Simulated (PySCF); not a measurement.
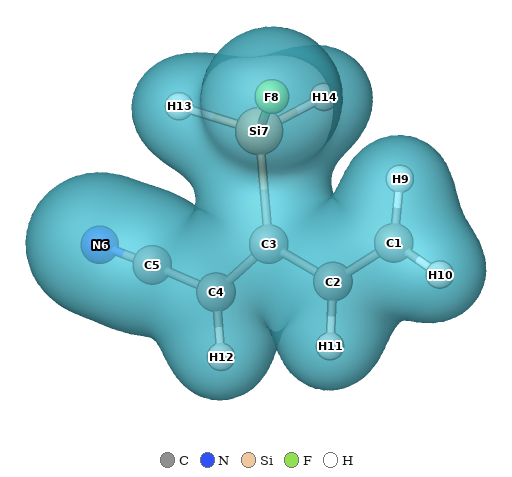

The picture shows: C5H6FNSi (SMILES C=C/C(=C/C#N)[SiH2]F). Isosurface of the total electron density at 0.1 e/Å³ (cyan), seen at a tilt.

Geometry: GFN2-xTB.

Method: PBE0/pcSseg-1, SCF density, gas phase, non-relativistic in PySCF 2.14.0.

```xyz
14

C     2.1831    0.5848    0.4895
C     1.4330   -0.2263   -0.2506
C    -0.0169   -0.2446   -0.2581
C    -0.6344   -1.0262   -1.1702
C    -2.0235   -1.1220   -1.3212
N    -3.1571   -1.2186   -1.4816
Si   -1.0245    0.8045    0.9631
F    -0.3509    0.6179    2.4170
H     1.7573    1.3054    1.1662
H     3.2582    0.5506    0.4396
H     1.9160   -0.9305   -0.9200
H    -0.0670   -1.6309   -1.8715
H    -2.3783    0.3121    1.1184
H    -0.8957    2.2233    0.6574
```

Question: How is the density connected at this value?

Answer: At this value the surface is in one piece. It bridges the sampled C–N (1.15 Å), C–C (1.33 Å), Si–F (1.61 Å) and C–Si (1.90 Å) contacts, where the density stays above the isovalue. On the grid the lowest density along these lines, outside the cores, is 3.3 e/Å³ (C–N, 1.15 Å), 2.3 e/Å³ (C–C, 1.33 Å), 0.89 e/Å³ (Si–F, 1.61 Å) and 0.78 e/Å³ (C–Si, 1.90 Å).
